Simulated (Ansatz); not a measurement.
# Calculations on Si$_{2}$AsH$_{7}$S

**1. Relaxation**

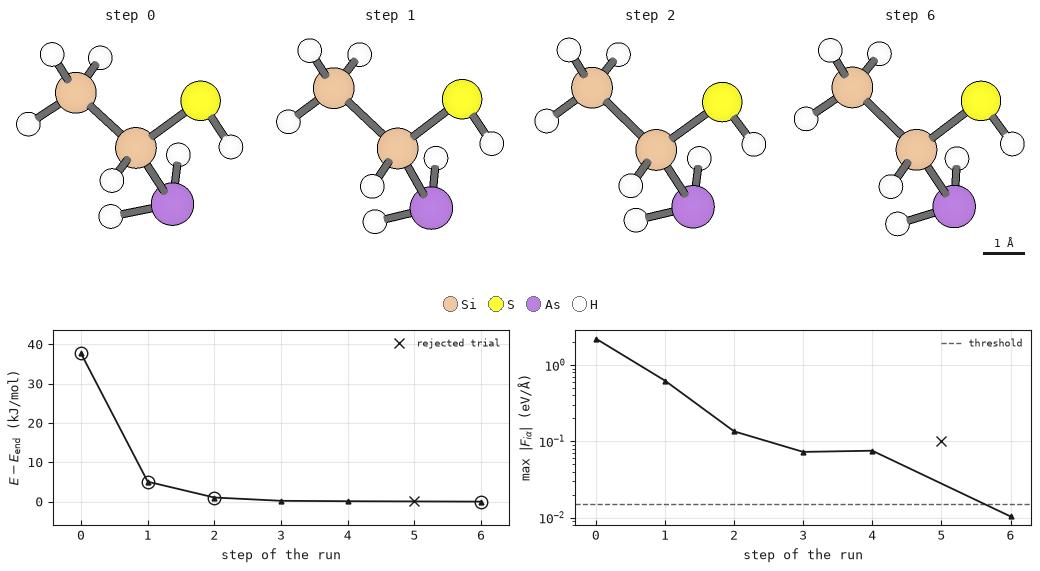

Frames of a relaxation of Si2AsH7S, marked on the history of the run. The picture is a ball-and-stick view, seen from a free direction.

The run prepares an end point of a later path (torsion) calculation, from a guessed geometry.

Theory: Ansatz, RKS PBE0-D4/def2-SVP. Settings: no spin polarisation; force threshold 0.015 eV/Å; at most 40 steps.

### Describe the path.

An H atom moves most after the best rigid fit: 0.25 Å. Largest moves by element: H 0.25 Å, Si 0.16 Å, As 0.07 Å, S 0.04 Å. Some distances before and after: Si–Si 2.170 → 2.341 Å, As–H 1.609 → 1.528 Å, H–Si 1.426 → 1.498 Å, H–S 1.416 → 1.352 Å. Among the angles between lasting bonds that change: Si–As–H 88.4° → 92.5°, As–Si–H 110.6° → 107.4°, Si–Si–As 109.0° → 112.2°. The energy falls by 37.7 kJ/mol in 5 accepted moves (6 points after the start). Largest force component: 2.2 eV/Å at the start, 0.01 eV/Å at the end. The line search rejected the trial step at point 5 of the run. From step 0 to 1: an H atom moves most (0.19 Å), energy −32.6 kJ/mol. From step 1 to 2: an H atom moves most (0.10 Å), energy −4.02 kJ/mol. From step 2 to 6: an H atom moves most (0.11 Å), energy −1.04 kJ/mol.

**2. Relaxation**

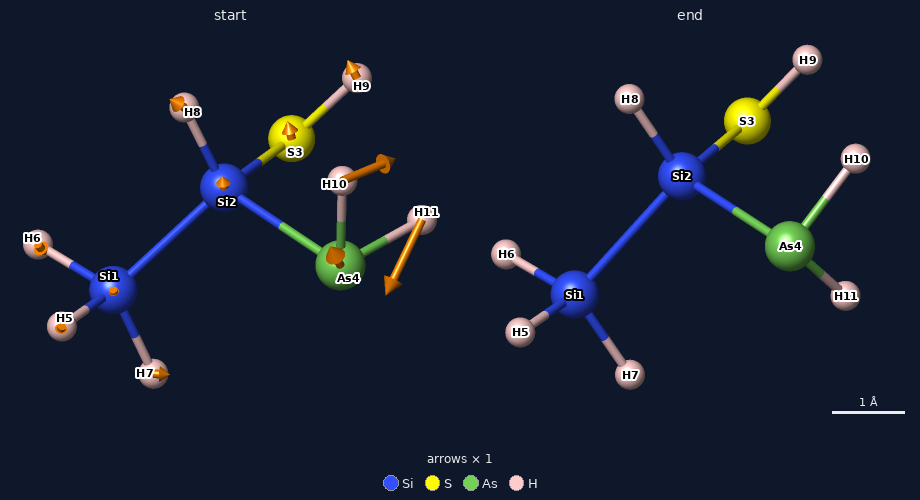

The structure of Si2AsH7S before (left) and after (right) a relaxation, at one scale. The orange arrows give the displacements, at their true length.

A ball-and-stick model, seen from a free direction.

The run prepares an end point of a later path (torsion) calculation, from a guessed geometry.

These are results of RKS PBE0-D4/def2-SVP in Ansatz 0.2.0, not measurements. Settings: no spin polarisation; force threshold 0.015 eV/Å; at most 40 steps.

What changed between the two?

Answer. H11 moves most after the best rigid fit: 1.19 Å. By element the largest moves are H 1.19 Å, As 0.46 Å, S 0.27 Å, Si 0.20 Å. Near-neighbour distances that change, for instance: Si1–Si2 2.170 → 2.343 Å, As4–H11 1.609 → 1.525 Å, Si2–H8 1.426 → 1.498 Å, S3–H9 1.416 → 1.352 Å. Bond angles that change, for instance: S3–Si2–As4 108.4° → 115.3°, As4–Si2–H8 110.6° → 106.5°, Si1–Si2–S3 108.8° → 105.1°. Groups turn about Si2–As4 by about 55°. After 13 accepted moves (14 points after the start) the energy has fallen by 11.4 kcal/mol. Largest force component: 2.3 eV/Å at the start, 0.012 eV/Å at the end. The line search rejected the trial step at point 5 of the run. Cost: 65 s on 2 threads of Arm Neoverse V1, on a shared host, peak memory 0.32 GiB.

**3. Path**

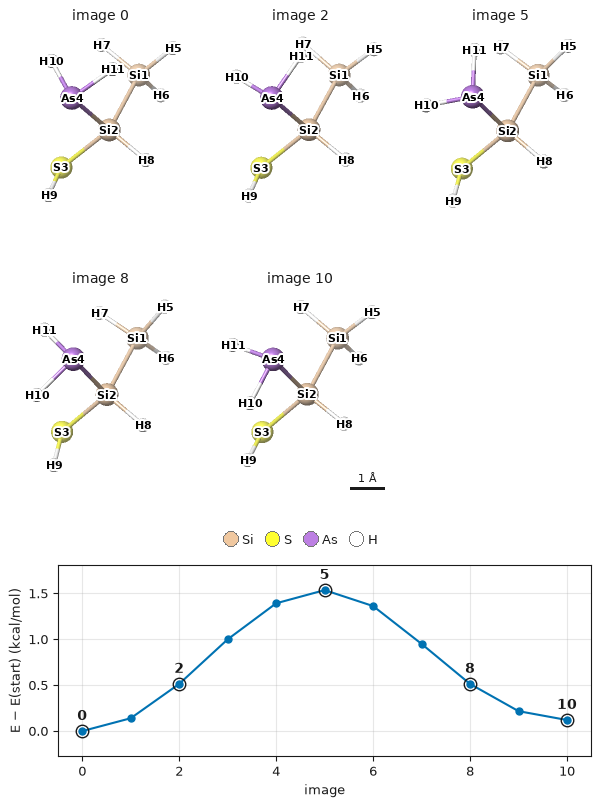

A nudged-elastic-band calculation for Si2AsH7S. Images are numbered from 0 (start) to 10 (end). Style: ball-and-stick. Shown from a free direction.

All numbers below come from RKS PBE0-D4/def2-SVP in Ansatz 0.2.0. Settings: 9 movable images; climbing image; force threshold 0.03 eV/Å; iteration limit 45; starting path through a guess of the saddle point.

> What happens along the path, and what is the barrier?

The motion is a rotation about the Si2–As4 bond by about 125°. No bond forms or breaks between the ends. Bond angles that change up to the highest image, for instance: S3–Si2–As4 109.2° → 113.9°, Si1–Si2–As4 112.2° → 109.9°. Forward barrier 1.54 kcal/mol, backward barrier 1.42 kcal/mol, with image 5 at the top; the reaction energy is +0.12 kcal/mol. The band converged in 15 iterations. The largest component of the band force went from 22 to 0.026 eV/Å. The climbing image converged on the top of the path. Its vibrational analysis gives one imaginary mode (117i cm⁻¹), as a transition state must have.
